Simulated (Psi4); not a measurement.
# wB97X-D/def2-SVPD (core potential, sweep point 2) run of SnO (tin(ii) oxide)

Aim: the energy change on altering one bond length of SnO (tin(ii) oxide) at wB97X-D/def2-SVPD (core potential, sweep point 2), from 2 runs. The job is set up through a Python script.

Program for the calculation: Psi4 1.11.

**1. Starting point**

SnO has 2 atoms, charge 0, and is taken as a singlet. As SMILES, `[O]=[Sn]`. Geometry: relaxed at PBE0-D4/def2-TZVP.

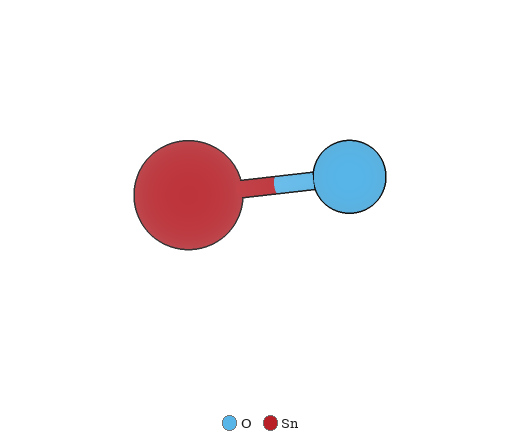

Viewed from a chosen angle; oxygen blue, tin red.

**2. A single-point energy at wB97X-D/def2-SVPD (core potential, sweep point 2)**

File job.py:

```python
import psi4

psi4.set_memory('1600 MB')
psi4.set_num_threads(1)
psi4.core.set_output_file('psi4.out', False)

molecule = psi4.geometry("""
0 1
O      0.000000     0.000000    -0.007080
Sn     0.000000     0.000000     1.810660
units angstrom
symmetry c1
""")

psi4.set_options(dict(basis='def2-SVPD', puream=True, scf_type='pk', dft_radial_points=99, dft_spherical_points=590))

result = psi4.energy('wb97x-d')
print('E =', round(result, 9))
for k, v in sorted(psi4.core.scalar_variables().items()):
    print(f'{k:45s} {v:18.10f}')
```

Started as:

```bash
$ python job.py
```

psi4.out:

```text
[...]
    !!!  WARNING: ECP capability is in beta. Please check occupations closely.  !!!
[...]
  Running in c1 symmetry.
[...]
  Nuclear repulsion =   51.236804536358335
[...]
  Multiplicity = 1
[...]
  Nalpha       = 15
  Nbeta        = 15
[...]
    Number of basis functions: 55
[...]
   @RKS iter   1:  -289.06372325501565   -1.24687e+00   1.72886e-02 DIIS/ADIIS
[...]
   @RKS iter   9:  -289.48905593371342   -5.01047e-08   9.78809e-07 DIIS
[...]
    Orbital Energies [Eh]
    ---------------------
    Doubly Occupied:
       1A    -19.226165     2A     -5.231503     3A     -3.571484
       4A     -3.571484     5A     -3.559992     6A     -1.155050
       7A     -1.141479     8A     -1.141479     9A     -1.132455
      10A     -1.132455    11A     -0.939865    12A     -0.515282
      13A     -0.363319    14A     -0.363319    15A     -0.353352
[...]
  @RKS Final Energy:  -289.48905593371342
   => Energetics <=
    Nuclear Repulsion Energy =             51.2368045363583349
    One-Electron Energy =                -582.3257512240340930
    Two-Electron Energy =                 260.0822809185452797
    DFT Exchange-Correlation Energy =     -18.4823726714773429
    Empirical Dispersion Energy =          -0.0000174931056610
    VV10 Nonlocal Energy =                  0.0000000000000000
    Total Energy =                       -289.4890559337134164
[...]
 Multipole Moments:
 ------------------------------------------------------------------------------------
     Multipole            Electronic (a.u.)      Nuclear  (a.u.)        Total (a.u.)
 ------------------------------------------------------------------------------------
 L = 1.  Multiply by 2.5417464519 to convert [e a0] to [Debye]
 Dipole X            :          0.0000016            0.0000000            0.0000016
 Dipole Y            :          0.0000005            0.0000000            0.0000005
 Dipole Z            :         17.1671562          -15.3512859            1.8158703
 Magnitude           :                                                    1.8158703
[...]
```

Standard output:

```text
E = -289.489055934
CURRENT ENERGY                                   -289.4890559337
CURRENT REFERENCE ENERGY                         -289.4890559337
DD SOLVATION ENERGY                                 0.0000000000
DFT FUNCTIONAL TOTAL ENERGY                      -289.4890384406
DFT TOTAL ENERGY                                 -289.4890559337
DFT VV10 ENERGY                                     0.0000000000
DFT XC ENERGY                                     -18.4823726715
DISPERSION CORRECTION ENERGY                       -0.0000174931
GRID ELECTRONS ALPHA                               14.9999998679
GRID ELECTRONS BETA                                14.9999998679
GRID ELECTRONS TOTAL                               29.9999997358
NUCLEAR REPULSION ENERGY                           51.2368045364
ONE-ELECTRON ENERGY                              -582.3257512240
PCM POLARIZATION ENERGY                             0.0000000000
PE ENERGY                                           0.0000000000
SCF ITERATION ENERGY                             -289.4890559337
SCF ITERATIONS                                      9.0000000000
SCF TOTAL ENERGY                                 -289.4890559337
TWO-ELECTRON ENERGY                               260.0822809185
WB97X-D DISPERSION CORRECTION ENERGY               -0.0000174931
XC GRID RADIAL POINTS                              99.0000000000
XC GRID SPHERICAL POINTS                          590.0000000000
XC GRID TOTAL POINTS                           111936.0000000000
```

Run time: 5.4 s. Hardware: 1 thread of Intel Xeon at 2.70GHz, shared host; peak memory 0.4 GiB.

**3. The distorted shape**

File osn.py:

```python
import psi4

psi4.set_memory(1600000000)
psi4.set_num_threads(1)
psi4.set_output_file('run.log', False)

m = psi4.geometry("""
O      0.000000     0.000000    -1.461240
Sn     0.000000     0.000000     1.810660
units angstrom
symmetry c1
""")

options = {'basis': 'def2-SVPD', 'reference': 'rks', 'puream': True, 'scf_type': 'pk', 'dft_radial_points': 99, 'dft_spherical_points': 590}
psi4.set_options(options)

energy_value = psi4.energy('wb97x-d')
print(f'wb97x-d energy: {energy_value:.10f} Eh')
for k, v in sorted(psi4.core.scalar_variables().items()):
    print(f'{k:45s} {v:18.10f}')
```

Started as:

```bash
$ python osn.py
```

run.log:

```text
[...]
    !!!  WARNING: ECP capability is in beta. Please check occupations closely.  !!!
[...]
  Running in c1 symmetry.
[...]
  Nuclear repulsion =   28.465169802842382
[...]
  Multiplicity = 1
[...]
  Nalpha       = 15
  Nbeta        = 15
[...]
    Number of basis functions: 55
[...]
   @RKS iter   1:  -288.42505918604763   -9.33419e-01   1.94323e-02 ADIIS/DIIS
[...]
   @RKS iter  43:  -289.23376444720634    2.68685e-08   4.58726e-07 DIIS
[...]
    Orbital Energies [Eh]
    ---------------------
    Doubly Occupied:
       1A    -19.229001     2A     -5.307312     3A     -3.648793
       4A     -3.640985     5A     -3.638051     6A     -1.213689
       7A     -1.211916     8A     -1.209693     9A     -1.202607
      10A     -1.202367    11A     -0.870634    12A     -0.570300
      13A     -0.297738    14A     -0.296431    15A     -0.263902
[...]
  @RKS Final Energy:  -289.23376444720634
   => Energetics <=
    Nuclear Repulsion Energy =             28.4651698028423823
    One-Electron Energy =                -535.5773221423526138
    Two-Electron Energy =                 236.1810912126456401
    DFT Exchange-Correlation Energy =     -18.3023526082721872
    Empirical Dispersion Energy =          -0.0003507120695590
    VV10 Nonlocal Energy =                  0.0000000000000000
    Total Energy =                       -289.2337644472063403
[...]
 Multipole Moments:
 ------------------------------------------------------------------------------------
     Multipole            Electronic (a.u.)      Nuclear  (a.u.)        Total (a.u.)
 ------------------------------------------------------------------------------------
 L = 1.  Multiply by 2.5417464519 to convert [e a0] to [Debye]
 Dipole X            :          0.0000007            0.0000000            0.0000007
 Dipole Y            :          0.0000024            0.0000000            0.0000024
 Dipole Z            :         31.3081117          -27.6320444            3.6760673
 Magnitude           :                                                    3.6760673
[...]
```

The script printed:

```text
wb97x-d energy: -289.2337644472 Eh
CURRENT ENERGY                                   -289.2337644472
CURRENT REFERENCE ENERGY                         -289.2337644472
DD SOLVATION ENERGY                                 0.0000000000
DFT FUNCTIONAL TOTAL ENERGY                      -289.2334137351
DFT TOTAL ENERGY                                 -289.2337644472
DFT VV10 ENERGY                                     0.0000000000
DFT XC ENERGY                                     -18.3023526083
DISPERSION CORRECTION ENERGY                       -0.0003507121
GRID ELECTRONS ALPHA                               14.9999993224
GRID ELECTRONS BETA                                14.9999993224
GRID ELECTRONS TOTAL                               29.9999986447
NUCLEAR REPULSION ENERGY                           28.4651698028
ONE-ELECTRON ENERGY                              -535.5773221424
PCM POLARIZATION ENERGY                             0.0000000000
PE ENERGY                                           0.0000000000
SCF ITERATION ENERGY                             -289.2337644472
SCF ITERATIONS                                     43.0000000000
SCF TOTAL ENERGY                                 -289.2337644472
TWO-ELECTRON ENERGY                               236.1810912126
WB97X-D DISPERSION CORRECTION ENERGY               -0.0003507121
XC GRID RADIAL POINTS                              99.0000000000
XC GRID SPHERICAL POINTS                          590.0000000000
XC GRID TOTAL POINTS                           112240.0000000000
```

Run time: 12 s. Hardware: 1 thread of Intel Xeon at 2.70GHz, shared host; peak memory 0.39 GiB.

**4. What came out**

At wB97X-D/def2-SVPD (core potential, sweep point 2):

```
                                                          quantity          value
                                         first shape: total energy  -289.48906 Eh
                                        first shape: dipole moment         4.62 D
                                          first shape: HOMO energy       -9.62 eV
                                          first shape: LUMO energy       -0.71 eV
                                        first shape: HOMO–LUMO gap        8.90 eV
                                    first shape: dispersion energy   -0.05 kJ/mol
                                     distorted shape: total energy  -289.23376 Eh
                                    distorted shape: dipole moment         9.34 D
                                      distorted shape: HOMO energy       -7.18 eV
                                      distorted shape: LUMO energy       -2.95 eV
                                    distorted shape: HOMO–LUMO gap        4.23 eV
                                distorted shape: dispersion energy   -0.92 kJ/mol
energy change with the O1–Sn2 bond stretched from 1.818 to 3.272 Å       6.947 eV
```

**Reading.** With the O1–Sn2 bond stretched from 1.818 to 3.272 Å the energy rises by 6.95 eV (160 kcal/mol). The first shape isn't relaxed at this level, so the change isn't measured from a minimum. A restricted reference can't describe the breaking bond well at this length.
